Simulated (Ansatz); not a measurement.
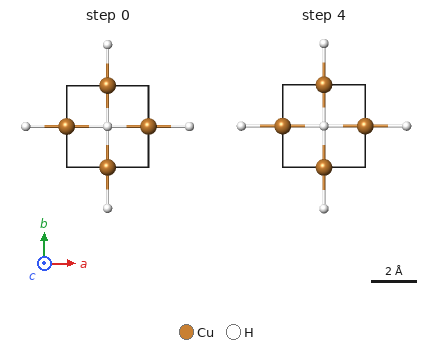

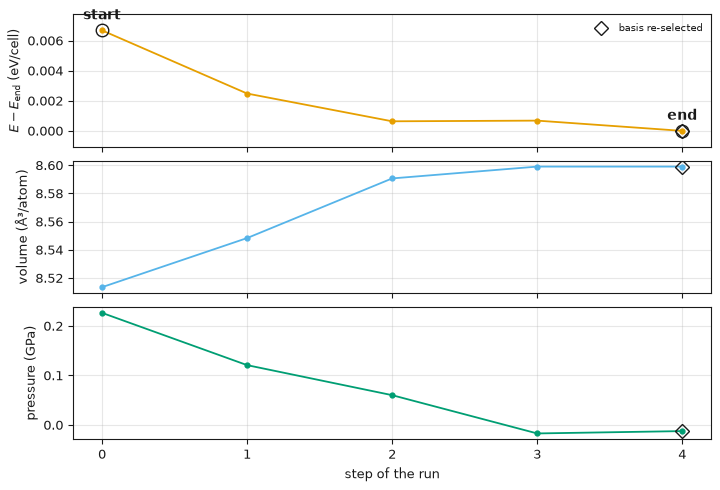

First and last geometry of a relaxation of solid Cu₂H₃ (a generated structure, set up in P4/mmm), with the history of the run. A ball-and-stick model of the cell of the calculation, seen along the c axis.

All numbers below come from Ansatz, DFT PBE, scalar-relativistic, plane waves, PAW. (plane-wave cutoff 420 eV; k-point mesh 10 × 10 × 12; occupations gaussian; smearing width 0.1 eV; no spin polarisation; cell and atoms relaxed; force threshold 0.01 eV/Å; at most 80 steps)

Read the history and describe the run.

Answer. It converged. No atom moves by more than 0.005 Å relative to the cell. Cell: a = b 3.639 → 3.674 Å (+1.0 %), c 3.214 → 3.185 Å (−0.9 %). Volume +1.0 %. Near-neighbour distances that change, for instance: Cu–Cu 2.573 → 2.598 Å, Cu–H 1.820 → 1.837 Å, Cu–H 1.607 → 1.593 Å. The space group stays P4/mmm (No. 123). The energy falls by 6.7 meV per cell of the calculation in 3 accepted moves (4 points after the start). All forces vanish by symmetry, so only the cell relaxes. Pressure: 0.23 GPa at the start and −0.01 GPa at the end. At 1 point the geometry stayed and the basis and grid were re-selected for the new cell (energy shift of 0.7 meV per cell of the calculation at most each time). The run took 38 s on 1 thread of Arm Neoverse V2 (shared host), peak memory 0.4 GiB.
